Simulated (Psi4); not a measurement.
**MP2/6-311+G(d,p) run of C2H4F2 (1,1-difluoroethane)**

What is the energy change on altering one bond length of C2H4F2 (1,1-difluoroethane) at MP2/6-311+G**? 

The results are computed with Psi4 1.11.

2 further runs of the same task are left out: 2 set aside as unsound or not needed.

**1. The system as given**

C2H4F2: 8 atoms, total charge 0, spin state singlet. As SMILES, `CC(F)F`. Geometry: relaxed at PBE0-D4/def2-TZVP.

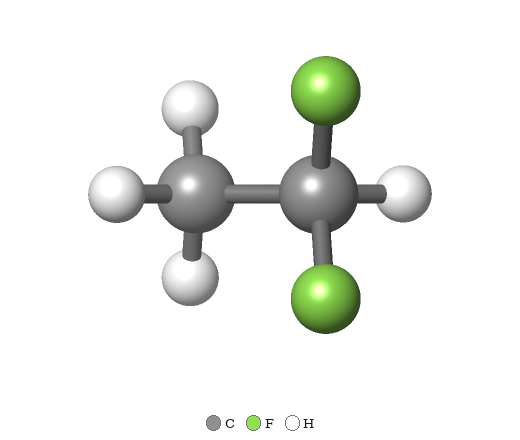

The structure, seen from a chosen angle (carbon grey, fluorine green, hydrogen white).

**2. A single-point energy at MP2/6-311+G(d,p)**

File job.dat:

```
memory 1.6 GB

molecule system {
  0 1
  C      0.003300     0.777600     0.023300
  C     -0.052000    -0.718200    -0.008200
  F      0.925500    -1.243400     0.779100
  F      0.168200    -1.172100    -1.271900
  H      0.981400     1.111900    -0.325400
  H     -0.157200     1.132800     1.041800
  H     -0.771000     1.190600    -0.624000
  H     -1.006100    -1.136400     0.329500
  symmetry c1
}

set {
  basis 6-311+G**
  puream true
  e_convergence 1e-09
  d_convergence 1e-08
  scf_type pk
  num_frozen_docc 4
  mp2_type conv
}

e_tot, wfn = energy("mp2", return_wfn=True)
```

Started as:

```bash
$ psi4 job.dat job.out -n 1
```

job.out:

```text
[...]
  Running in c1 symmetry.
[...]
  Nuclear repulsion =  132.710581920423635
[...]
  Multiplicity = 1
[...]
  Nalpha       = 17
  Nbeta        = 17
[...]
    Number of basis functions: 112
[...]
   @RHF iter   1:  -276.92673488899499   -5.66972e-01   4.12466e-03 DIIS/ADIIS
[...]
   @RHF iter  11:  -277.02958904760072   -3.01270e-12   3.30608e-09 DIIS
[...]
    Orbital Energies [Eh]
    ---------------------
    Doubly Occupied:
       1A    -26.306188     2A    -26.306148     3A    -11.408723
       4A    -11.244373     5A     -1.659472     6A     -1.596066
       7A     -1.055964     8A     -0.895816     9A     -0.778332
      10A     -0.757723    11A     -0.728807    12A     -0.664779
      13A     -0.627205    14A     -0.619190    15A     -0.572903
      16A     -0.565956    17A     -0.518956
[...]
  @RHF Final Energy:  -277.02958904760072
   => Energetics <=
    Nuclear Repulsion Energy =            132.7105819204236354
    One-Electron Energy =                -646.8671392092408041
    Two-Electron Energy =                 237.1269682412163888
    Total Energy =                       -277.0295890476007230
[...]
 Multipole Moments:
 ------------------------------------------------------------------------------------
     Multipole            Electronic (a.u.)      Nuclear  (a.u.)        Total (a.u.)
 ------------------------------------------------------------------------------------
 L = 1.  Multiply by 2.5417464519 to convert [e a0] to [Debye]
 Dipole X            :          1.7838347           -2.4677971           -0.6839624
 Dipole Y            :         -4.9040834            5.6432636            0.7391803
 Dipole Z            :         -0.8290481            1.1074789            0.2784308
 Magnitude           :                                                    1.0448520
[...]
	SCS-MP2 Total Energy (a.u.)        :  -277.72504378604685
	SOS-MP2 Total Energy (a.u.)        :  -277.66449330293449
	SCSN-MP2 Total Energy (a.u.)       :  -277.34929559843414
[...]
	SOS-PI-MP2 Total Energy (a.u.)     :  -277.77031067882342
[...]
	MP2 Total Energy (a.u.)            :  -277.74032737638265
[...]
```

It took 5.4 s on 1 thread of AMD EPYC 9R45 (Zen 5), shared host; peak memory 0.84 GiB.

**3. The distorted shape**

File c2h4f2.xyz:

```xyz
8
C2H4F2
C      0.480309     0.986682    -0.145536
C      0.425009    -0.509118    -0.177036
F      1.402509    -1.034318     0.610264
F      0.645209    -0.963018    -1.440736
H      1.458409     1.320982    -0.494236
H      0.319809     1.341882     0.872964
H     -0.293991     1.399682    -0.792836
H     -1.006100    -1.136400     0.329500
```

File run.py:

```python
import numpy as np
from ase.calculators.psi4 import Psi4
from ase.io import read

mol = read('c2h4f2.xyz')
calc = Psi4(atoms=mol, method='mp2', basis='6-311+G**', memory='1600MB', num_threads=1, charge=0, multiplicity=1, label='c2h4f2', reference='rhf')
calc.psi4.set_options({'puream': True, 'e_convergence': 1e-09, 'd_convergence': 1e-08, 'scf_type': 'pk', 'num_frozen_docc': 4, 'mp2_type': 'conv'})
mol.calc = calc

print(f'energy: {mol.get_potential_energy():.6f} eV')
```

Started as:

```bash
$ python run.py
```

c2h4f2.dat:

```text
[...]
  Running in c1 symmetry.
[...]
  Nuclear repulsion =  130.551355021501649
[...]
  Multiplicity = 1
[...]
  Nalpha       = 17
  Nbeta        = 17
[...]
    Number of basis functions: 112
[...]
   @RHF iter   1:  -276.82706638227955   -7.16518e-01   4.32461e-03 DIIS/ADIIS
[...]
   @RHF iter  11:  -276.94044556469885   -7.56017e-12   5.10337e-09 DIIS
[...]
    Orbital Energies [Eh]
    ---------------------
    Doubly Occupied:
       1A    -26.323420     2A    -26.323377     3A    -11.461195
       4A    -11.254664     5A     -1.672448     6A     -1.609671
       7A     -1.057103     8A     -0.884585     9A     -0.770442
      10A     -0.750021    11A     -0.740654    12A     -0.674070
      13A     -0.640582    14A     -0.611708    15A     -0.579661
      16A     -0.571099    17A     -0.443768
[...]
  @RHF Final Energy:  -276.94044556469885
   => Energetics <=
    Nuclear Repulsion Energy =            130.5513550215016494
    One-Electron Energy =                -642.2466663084983338
    Two-Electron Energy =                 234.7548657222978363
    Total Energy =                       -276.9404455646988481
[...]
 Multipole Moments:
 ------------------------------------------------------------------------------------
     Multipole            Electronic (a.u.)      Nuclear  (a.u.)        Total (a.u.)
 ------------------------------------------------------------------------------------
 L = 1.  Multiply by 2.5417464519 to convert [e a0] to [Debye]
 Dipole X            :          2.4749194           -2.9014130           -0.4264936
 Dipole Y            :         -4.6027693            5.4532016            0.8504323
 Dipole Z            :         -1.0737145            1.2609561            0.1872416
 Magnitude           :                                                    0.9696347
[...]
	SCS-MP2 Total Energy (a.u.)        :  -277.64891470745437
	SOS-MP2 Total Energy (a.u.)        :  -277.64162614535508
	SCSN-MP2 Total Energy (a.u.)       :  -277.26371636226520
[...]
	SOS-PI-MP2 Total Energy (a.u.)     :  -277.69556311309788
[...]
	MP2 Total Energy (a.u.)            :  -277.66349183165300
[...]
```

Standard output:

```text
energy: -7555.608461 eV
```

Run time: 5.4 s. Hardware: 1 thread of AMD EPYC 9R45 (Zen 5), shared host; peak memory 0.84 GiB.

**4. Outcome**

Level: MP2/6-311+G**, 4 core orbitals frozen.

```
                                                         quantity          value
                                        first shape: total energy  -277.74033 Eh
                 first shape: HOMO energy (Hartree–Fock orbitals)      -14.12 eV
                 first shape: LUMO energy (Hartree–Fock orbitals)        1.88 eV
               first shape: HOMO–LUMO gap (Hartree–Fock orbitals)       16.00 eV
         first shape: correlation energy (4 core orbitals frozen)     -710.7 mEh
                                    distorted shape: total energy  -277.66349 Eh
             distorted shape: HOMO energy (Hartree–Fock orbitals)      -12.08 eV
             distorted shape: LUMO energy (Hartree–Fock orbitals)        1.95 eV
           distorted shape: HOMO–LUMO gap (Hartree–Fock orbitals)       14.03 eV
     distorted shape: correlation energy (4 core orbitals frozen)     -723.0 mEh
energy change with the C2–H8 bond stretched from 1.095 to 1.643 Å       2.091 eV
```

**Reading.** With the C2–H8 bond stretched from 1.095 to 1.643 Å the energy rises by 2.09 eV (202 kJ/mol). The first shape isn't relaxed at this level, so the change isn't measured from a minimum.
